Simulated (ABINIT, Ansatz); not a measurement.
# LiNbO3 (R3c): one start, several treatments of the self-energy

Wanted: the gap of LiNbO3 (R3c) under several approximations, with cost.

Method: PBE and many-body steps on it, plane waves, in ABINIT 10.8.3.

## Step 1: The starting structure

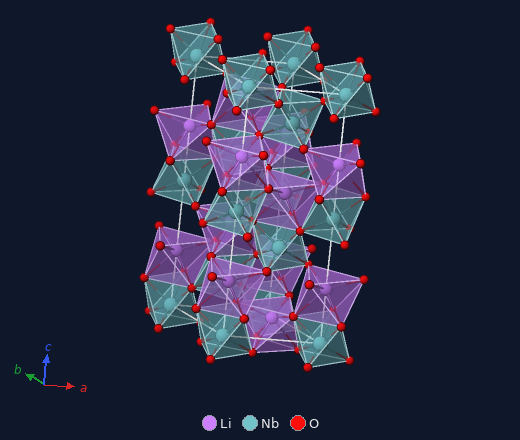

The starting structure, seen slightly off an axis (lithium purple, niobium teal, oxygen red). This picture shows the conventional cell, with its axes. Some periodic images of atoms are drawn too.

The cell and positions come from the Crystallography Open Database and are kept as given unless a step says otherwise.

## Step 2: Empty states on the mesh, 4×4×4 mesh, 574 bands

This step: ABINIT 10.8.3; DFT, PBE, plane waves, norm-conserving pseudopotentials.

The sums over transitions need many empty states on a uniform mesh; this step solves for them.

The input, run.abi:

```
acell 3*1.0 Angstrom
rprim 
  2.575800000019 1.487138823389 4.623000000000
  -2.575800000018 1.487138823389 4.623000000000
  0.000000000000 -2.974277646779 4.623000000000
ntypat 3
znucl 3 41 8
natom 10
typat 1 1 2 2 3 3 3 3 3 3
xred 
  0.281500000000 0.281500000000 0.281500000000
  0.781500000000 0.781500000000 0.781500000000
  0.000055000000 0.000055000000 0.000055000000
  0.500055000000 0.500055000000 0.500055000000
  0.112310000000 0.358360000000 0.719590000000
  0.719590000000 0.112310000000 0.358360000000
  0.358360000000 0.719590000000 0.112310000000
  0.219590000000 0.858360000000 0.612310000000
  0.858360000000 0.612310000000 0.219590000000
  0.612310000000 0.219590000000 0.858360000000
pp_dirpath "pseudos"
pseudos "Li.upf, Nb.upf, O.upf"
ecut 37
ngkpt 4 4 4
nshiftk 1
shiftk 0 0 0
kptopt 1
chksymbreak 0
iscf -2
irdden 1
istwfk *1
nband 574
nbdbuf 52
tolwfr 1e-09
nstep 60
prtvol 0
indata_prefix "in"
outdata_prefix "out"
tmpdata_prefix "tmp"
```

Started as:

```sh
OMP_NUM_THREADS=1 mpirun -n 16 abinit run.abi > log
```

Numbers of over 12 decimals in the logs are rounded to 6 here.

The log of the run:

```text
.Version 10.8.3 of ABINIT. v10.8.2 released Aug 2026.

 Symmetries : space group R3 c (#161); Bravais hR (rhombohedral)
[... echo of the input left out ...]
== DATASET  1 ==================================================================
-   mpi_nproc: 16, omp_nthreads: 1 (-1 if OMP is not activated)
-    --> not optimal distribution: autoparal keyword recommended in input file <--

--- !DatasetInfo
iteration_state: {dtset: 1, }
dimensions: {natom: 10, nkpt: 13, mband: 574, nsppol: 1, nspinor: 1, nspden: 1, mpw: 7739, }
cutoff_energies: {ecut:  37.0, pawecutdg:  -1.0, }
[...]
5.95151    5.95152    5.95778    5.95837    5.95838    5.96983    5.96983    5.98198
   6.00577    6.00579    6.01795    6.02168    6.03419    6.04720    6.04738    6.06893
   6.06917    6.07003    6.08447    6.11077    6.13308    6.15288
 prteigrs : prtvol=0 or 1, do not print more k-points.

== END DATASET(S) ==============================================================
================================================================================

 -outvars: echo values of variables after computation  --------
            nband         574
             nkpt          13
          spgroup         161
 [... the other variables as echoed above ...]

 Calculation completed.
```

Run time: 7.6 min. Hardware: 16 MPI ranks of Arm Neoverse V2, shared host; peak memory 2.5 GiB; 2 h of CPU time.

This step gave:

- gap: 3.616 eV
- k of the valence top: 0, 0, 0
- k of the conduction bottom: 0.5, 0.25, 0
- least direct gap: 3.618 eV
- k points computed: 13
- lowest point of the top converged band, above the valence top: 149.6852 eV

On this mesh the gap is 3.616 eV.

The density comes from a self-consistent run that is not shown.

## Step 3: Screening, 4×4×4 mesh, 233 bands, screening to 141.5 eV

The RPA dielectric matrix is built and inverted for each q.

This step: RPA screening on PBE, plane waves, norm-conserving pseudopotentials.

Edit run.abi of step 2 so:

```diff
@@ -28,10 +28,11 @@
 chksymbreak 0
-iscf -2
-irdden 1
 istwfk *1
-nband 574
-nbdbuf 52
-tolwfr 1e-09
-nstep 60
-prtvol 0
+occopt 1
+irdwfk 1
+optdriver 3
+nband 233
+ecuteps 5.2
+inclvkb 2
+awtr 1
+symchi 1
 indata_prefix "in"
```

The log of the run:

```text
.Version 10.8.3 of ABINIT. v10.8.2 released Aug 2026.

 Symmetries : space group R3 c (#161); Bravais hR (rhombohedral)
[... echo of the input left out ...]
== DATASET  1 ==================================================================
-   mpi_nproc: 16, omp_nthreads: 1 (-1 if OMP is not activated)

--- !DatasetInfo
iteration_state: {dtset: 1, }
dimensions: {natom: 10, nkpt: 13, mband: 233, nsppol: 1, nspinor: 1, nspden: 1, mpw: 7739, }
cutoff_energies: {ecut:  37.0, pawecutdg:  -1.0, }
electrons: {nelect:   6.80000000E+01, charge:   0.00000000E+00, occopt:   1.00000000E+00, tsmear:   1.00000000E-02, }

 SCREENING: Calculation of the susceptibility and dielectric matrices

 Based on a program developped by R.W. Godby, V. Olevano, G. Onida, and L. Reining.
 Incorporated in ABINIT by V. Olevano, G.-M. Rignanese, and M. Torrent.
.Using double precision arithmetic ; gwpc =  8

[... cell and pseudopotentials left out ...]
--------------------------------------------------------------------------------

 ==== K-mesh for the wavefunctions ====
 Number of points in the irreducible wedge :    13
[... list of points left out ...]
 Together with  6 symmetry operations and time-reversal symmetry
 yields    64 points in the full Brillouin Zone.

 ==== Q-mesh for the screening function ====
 Number of points in the irreducible wedge :    13
[... list of points left out ...]
 Together with  6 symmetry operations and time-reversal symmetry
 yields    64 points in the full Brillouin Zone.

 setmesh: FFT mesh size selected  =    40x   40x   40
          total number of points  =        64000

 vcoul_init : cutoff-mode = AUXILIARY_FUNCTION
 q-points for optical limit:   1
     1)      0.000010    0.000020    0.000030

- screening: taking advantage of time-reversal symmetry
- Maximum band index for partially occupied states nbvw = 34
- Remaining bands to be divided among processors   nbcw = 199
- Number of bands treated by each node ~12

 Number of electrons calculated from density =   68.0000; Expected =   68.0000
 average of density, n =  0.094836
 r_s =    1.3603
 omega_plasma =   29.7059 [eV]

 calculating chi0 at frequencies [eV] :
  1    0.000000E+00    0.000000E+00
  2    0.000000E+00    2.970588E+01

--------------------------------------------------------------------------------
  q-point number  1        q = ( 0.000000, 0.000000, 0.000000) [r.l.u.]
--------------------------------------------------------------------------------
[... chi0 elements left out ...]
 For q-point:  0.000010 0.000020 0.000030
  dielectric constant =   5.0180
  dielectric constant without local fields =   5.6246

  Average fulfillment of the sum rule on Im[epsilon] for q-point    1 :     70.46  [%]
[... wings left out ...]
  q-point number  2        q = ( 0.250000, 0.000000, 0.000000) [r.l.u.]
--------------------------------------------------------------------------------
[... chi0 elements left out ...]
  Average fulfillment of the sum rule on Im[epsilon] for q-point    2 :     78.30  [%]

 [... 11 further q-points ...]
```

Wall time 6.6 min (16 MPI ranks); peak memory 13 GiB; 1.8 h of CPU time.

Numbers from this step:

```yaml
eps_infinity_with_local_fields_on_this_mesh_along_the_program_s_q_direction: 5.018
the_same_without_local_fields: 5.625
plasma_frequency: 29.71 eV
plane_waves_in_the_screening_matrix: 405
```

Local fields lower ε∞ by 11 %.

## Step 4: G0W0, Godby-Needs plasmon pole

The self-energy is evaluated for the states that the input lists, and the levels follow from it, in one-shot runs by the linearised quasiparticle equation.

This step: G0W0 on PBE, plane waves, norm-conserving pseudopotentials.

Edit run.abi of step 3 so:

```diff
@@ -31,8 +31,17 @@
 irdwfk 1
-optdriver 3
+optdriver 4
 nband 233
+gwcalctyp 0
+ecutsigx 37
+symsigma 1
+nkptgw 2
+kptgw 
+  0.0000000000 0.0000000000 0.0000000000
+  0.5000000000 0.2500000000 0.0000000000
+bdgw 
+  33 36
+  33 36
 ecuteps 5.2
-inclvkb 2
-awtr 1
-symchi 1
+irdscr 1
+ppmodel 1
 indata_prefix "in"
```

The log of the run:

```text
.Version 10.8.3 of ABINIT. v10.8.2 released Aug 2026.

 Symmetries : space group R3 c (#161); Bravais hR (rhombohedral)
[... echo of the input left out ...]
== DATASET  1 ==================================================================
-   mpi_nproc: 16, omp_nthreads: 1 (-1 if OMP is not activated)

--- !DatasetInfo
iteration_state: {dtset: 1, }
dimensions: {natom: 10, nkpt: 13, mband: 233, nsppol: 1, nspinor: 1, nspden: 1, mpw: 7739, }
cutoff_energies: {ecut:  37.0, pawecutdg:  -1.0, }
electrons: {nelect:   6.80000000E+01, charge:   0.00000000E+00, occopt:   1.00000000E+00, tsmear:   1.00000000E-02, }

 SIGMA: Calculation of the GW corrections

 Based on a program developped by R.W. Godby, V. Olevano, G. Onida, and L. Reining.
 Incorporated in ABINIT by V. Olevano, G.-M. Rignanese, and M. Torrent.
.Using double precision arithmetic ; gwpc =  8

[... cell and pseudopotentials left out ...]
--------------------------------------------------------------------------------

 ==== K-mesh for the wavefunctions ====
 Number of points in the irreducible wedge :    13
[... list of points left out ...]
 Together with  6 symmetry operations and time-reversal symmetry
 yields    64 points in the full Brillouin Zone.

 ==== Q-mesh for screening function ====
 Number of points in the irreducible wedge :    13
[... list of points left out ...]
 Together with  6 symmetry operations and time-reversal symmetry
 yields    64 points in the full Brillouin Zone.

 vcoul_init : cutoff-mode = AUXILIARY_FUNCTION
 q-points for optical limit:   1
     1)      0.000010    0.000020    0.000030
 setmesh: FFT mesh size selected  =    60x   60x   60
          total number of points  =       216000

 Number of electrons calculated from density =   68.0000; Expected =   68.0000
 average of density, n =  0.094836
 r_s =    1.3603
 omega_plasma =   29.7059 [eV]

 === KS Band Gaps ===
  >>>> For spin  1
   Minimum direct gap =   3.6183 [eV], located at k-point      :   0.0000  0.0000  0.0000
   Fundamental gap    =   3.6160 [eV], Top of valence bands at :   0.0000  0.0000  0.0000
                                       Bottom of conduction at :   0.5000  0.2500  0.0000
 SIGMA fundamental parameters:
 PLASMON POLE MODEL  1
 number of plane-waves for SigmaX                 7739
 number of plane-waves for SigmaC and W            405
 number of plane-waves for wavefunctions          7739
 number of bands                                   233
 number of independent spin polarizations            1
 number of spinorial components                      1
 number of k-points in IBZ                          13
 number of q-points in IBZ                          13
 number of symmetry operations                       6
 number of k-points in BZ                           64
 number of q-points in BZ                           64
 number of frequencies for dSigma/dE                 9
 frequency step for dSigma/dE [eV]                0.25
 number of omega for Sigma on real axis              0
 max omega for Sigma on real axis  [eV]           0.00
 zcut for avoiding poles [eV]                     0.10

 EPSILON^-1 parameters (SCR file):
 dimension of the eps^-1 matrix on file            405
 dimension of the eps^-1 matrix used               405
 number of plane-waves for wavefunctions          7739
 number of bands                                   233
 number of q-points in IBZ                          13
 number of frequencies                               2
 number of real frequencies                          1
 number of imag frequencies                          1

 matrix elements of self-energy operator (all in [eV])

 Perturbative Calculation

--- !SelfEnergy_ee
iteration_state: {dtset: 1, }
kpoint     : [   0.000,    0.000,    0.000, ]
spin       : 1
KS_gap     :    3.618
QP_gap     :    5.093
Delta_QP_KS:    1.475
data: !SigmaeeData |
     Band     E0 <VxcDFT>   SigX SigC(E0)      Z dSigC/dE  Sig(E)    E-E0       E
       33   4.475 -19.865 -24.865   4.712   0.775  -0.291 -20.088  -0.223   4.253
       34   4.475 -19.865 -24.865   4.712   0.775  -0.291 -20.088  -0.223   4.253
       35   8.093 -17.114 -11.382  -4.189   0.811  -0.233 -15.862   1.253   9.346
       36   8.093 -17.114 -11.382  -4.189   0.811  -0.233 -15.862   1.253   9.346

--- !SelfEnergy_ee
iteration_state: {dtset: 1, }
kpoint     : [   0.500,    0.250,    0.000, ]
spin       : 1
KS_gap     :    3.727
QP_gap     :    5.225
Delta_QP_KS:    1.498
data: !SigmaeeData |
     Band     E0 <VxcDFT>   SigX SigC(E0)      Z dSigC/dE  Sig(E)    E-E0       E
       33   4.173 -19.692 -24.669   4.630   0.776  -0.289 -19.961  -0.269   3.904
       34   4.364 -19.756 -24.822   4.737   0.775  -0.290 -20.011  -0.255   4.109
       35   8.091 -17.056 -11.284  -4.242   0.812  -0.231 -15.813   1.243   9.334
       36   8.569 -17.473 -11.697  -4.163   0.807  -0.239 -16.171   1.302   9.870

== END DATASET(S) ==============================================================
================================================================================

 -outvars: echo values of variables after computation  --------
           etotal      0.0000000000E+00
            nband         233
             nkpt          13
          spgroup         161
 [... the other variables as echoed above ...]

 Calculation completed.
```

Elapsed: 44 s, on 16 MPI ranks; peak memory 7.1 GiB; 12 min of CPU time.

This step gave:

```yaml
g0w0_gap_on_the_points_computed: 5.081 eV
starting_gap_on_the_mesh: 3.616 eV
k_of_the_valence_top: 0, 0, 0
k_of_the_conduction_bottom: 0.5, 0.25, 0
z_at_the_valence_top: 0.775
z_at_the_conduction_bottom: 0.812
least_direct_g0w0_gap_on_the_computed_points: 5.093 eV
```

The gap on the mesh goes from 3.62 eV to 5.08 eV, a correction of +1.47 eV.

## Step 5: G0W0, Engel-Farid plasmon pole

Edit run.abi of step 4 so:

```diff
@@ -45,3 +45,3 @@
 irdscr 1
-ppmodel 1
+ppmodel 4
 indata_prefix "in"
```

The log of the run:

```text
.Version 10.8.3 of ABINIT. v10.8.2 released Aug 2026.

 Symmetries : space group R3 c (#161); Bravais hR (rhombohedral)
[... echo of the input left out ...]
== DATASET  1 ==================================================================
-   mpi_nproc: 16, omp_nthreads: 1 (-1 if OMP is not activated)

--- !DatasetInfo
iteration_state: {dtset: 1, }
dimensions: {natom: 10, nkpt: 13, mband: 233, nsppol: 1, nspinor: 1, nspden: 1, mpw: 7739, }
cutoff_energies: {ecut:  37.0, pawecutdg:  -1.0, }
electrons: {nelect:   6.80000000E+01, charge:   0.00000000E+00, occopt:   1.00000000E+00, tsmear:   1.00000000E-02, }

 SIGMA: Calculation of the GW corrections

 Based on a program developped by R.W. Godby, V. Olevano, G. Onida, and L. Reining.
 Incorporated in ABINIT by V. Olevano, G.-M. Rignanese, and M. Torrent.
.Using double precision arithmetic ; gwpc =  8

[... cell and pseudopotentials left out ...]
--------------------------------------------------------------------------------

 ==== K-mesh for the wavefunctions ====
 Number of points in the irreducible wedge :    13
[... list of points left out ...]
 Together with  6 symmetry operations and time-reversal symmetry
 yields    64 points in the full Brillouin Zone.

 ==== Q-mesh for screening function ====
 Number of points in the irreducible wedge :    13
[... list of points left out ...]
 Together with  6 symmetry operations and time-reversal symmetry
 yields    64 points in the full Brillouin Zone.

 vcoul_init : cutoff-mode = AUXILIARY_FUNCTION
 q-points for optical limit:   1
     1)      0.000010    0.000020    0.000030
 setmesh: FFT mesh size selected  =    60x   60x   60
          total number of points  =       216000

 Number of electrons calculated from density =   68.0000; Expected =   68.0000
[...]
number of omega for Sigma on real axis              0
 max omega for Sigma on real axis  [eV]           0.00
 zcut for avoiding poles [eV]                     0.10

 EPSILON^-1 parameters (SCR file):
 dimension of the eps^-1 matrix on file            405
 dimension of the eps^-1 matrix used               405
 number of plane-waves for wavefunctions          7739
 number of bands                                   233
 number of q-points in IBZ                          13
 number of frequencies                               2
 number of real frequencies                          1
 number of imag frequencies                          1

 matrix elements of self-energy operator (all in [eV])

 Perturbative Calculation

--- !SelfEnergy_ee
iteration_state: {dtset: 1, }
kpoint     : [   0.000,    0.000,    0.000, ]
spin       : 1
KS_gap     :    3.618
QP_gap     :    5.155
Delta_QP_KS:    1.536
data: !SigmaeeData |
     Band     E0 <VxcDFT>   SigX SigC(E0)      Z dSigC/dE  Sig(E)    E-E0       E
       33   4.475 -19.865 -24.865   4.546   0.790  -0.266 -20.224  -0.359   4.117
       34   4.475 -19.865 -24.865   4.546   0.790  -0.266 -20.224  -0.359   4.117
       35   8.093 -17.114 -11.382  -4.304   0.825  -0.213 -15.937   1.178   9.271
[...]
--- !SelfEnergy_ee
iteration_state: {dtset: 1, }
kpoint     : [   0.500,    0.250,    0.000, ]
spin       : 1
KS_gap     :    3.727
QP_gap     :    5.287
Delta_QP_KS:    1.560
data: !SigmaeeData |
     Band     E0 <VxcDFT>   SigX SigC(E0)      Z dSigC/dE  Sig(E)    E-E0       E
[...]
35   8.091 -17.056 -11.284  -4.358   0.825  -0.212 -15.889   1.167   9.258
       36   8.569 -17.473 -11.697  -4.269   0.820  -0.219 -16.237   1.235   9.804

== END DATASET(S) ==============================================================
================================================================================

 -outvars: echo values of variables after computation  --------
           etotal      0.0000000000E+00
            nband         233
             nkpt          13
          spgroup         161
 [... the other variables as echoed above ...]

 Calculation completed.
```

The job ended after 30 s (16 MPI ranks; peak memory 6.1 GiB).

Numbers from this step:

```yaml
g0w0_gap_on_the_points_computed: 5.141 eV
starting_gap_on_the_mesh: 3.616 eV
k_of_the_valence_top: 0, 0, 0
k_of_the_conduction_bottom: 0.5, 0.25, 0
z_at_the_valence_top: 0.79
z_at_the_conduction_bottom: 0.825
least_direct_g0w0_gap_on_the_computed_points: 5.154 eV
```

Against G0W0 in ABINIT (4×4×4 mesh, 233 bands, screening to 141.5 eV, Godby-Needs plasmon pole), the gap moves by +0.060 eV.

## Step 6: G0W0, von der Linden-Horsch plasmon pole

Edit run.abi of step 5 so:

```diff
@@ -45,3 +45,3 @@
 irdscr 1
-ppmodel 4
+ppmodel 3
 indata_prefix "in"
```

The log of the run:

```text
.Version 10.8.3 of ABINIT. v10.8.2 released Aug 2026.

 Symmetries : space group R3 c (#161); Bravais hR (rhombohedral)
[... echo of the input left out ...]
== DATASET  1 ==================================================================
-   mpi_nproc: 16, omp_nthreads: 1 (-1 if OMP is not activated)

--- !DatasetInfo
iteration_state: {dtset: 1, }
dimensions: {natom: 10, nkpt: 13, mband: 233, nsppol: 1, nspinor: 1, nspden: 1, mpw: 7739, }
cutoff_energies: {ecut:  37.0, pawecutdg:  -1.0, }
[...]
Band     E0 <VxcDFT>   SigX SigC(E0)      Z dSigC/dE  Sig(E)    E-E0       E
[...]
35   8.091 -17.056 -11.284  -4.477   0.869  -0.151 -15.930   1.126   9.217
       36   8.569 -17.473 -11.697  -4.366   0.866  -0.155 -16.252   1.220   9.789

== END DATASET(S) ==============================================================
================================================================================

 -outvars: echo values of variables after computation  --------
           etotal      0.0000000000E+00
            nband         233
             nkpt          13
          spgroup         161
 [... the other variables as echoed above ...]

 Calculation completed.
```

Elapsed: 29 s, on 16 MPI ranks; peak memory 6.1 GiB.

Numbers from this step:

```yaml
g0w0_gap_on_the_points_computed: 5.194 eV
starting_gap_on_the_mesh: 3.616 eV
k_of_the_valence_top: 0, 0, 0
k_of_the_conduction_bottom: 0.5, 0.25, 0
least_direct_g0w0_gap_on_the_computed_points: 5.212 eV
```

Against G0W0 in ABINIT (4×4×4 mesh, 233 bands, screening to 141.5 eV, Godby-Needs plasmon pole), the gap moves by +0.113 eV.

(Continued in part 2 of 2.)

[Paths, hosts, dates, memory and timing lines, banners, echoed tables and standing remarks are left out of the program output.]

[Logs are printed without paths, hosts, clocks, repeated set-up lines and the standing remarks that a program may print on its own settings, such as how far it seeks lower states.]

[Runs of the session that timed out or met a known fault of the program may be left out.]

[Hosts, paths, dates, database ids (printed as entryN), source tags and the programs' standing remarks are cut or masked in the printed files.]

[G0W0 gaps are taken among the corrected bands and points alone; a level outside them can change the order at an edge.]

[Where Ansatz stands beside ABINIT at settings called matched, ABINIT's density can come from a denser mesh and the files from another edition; pairs whose starting gaps differed by over 0.03 eV were left out, so agreement reads better than it is.]
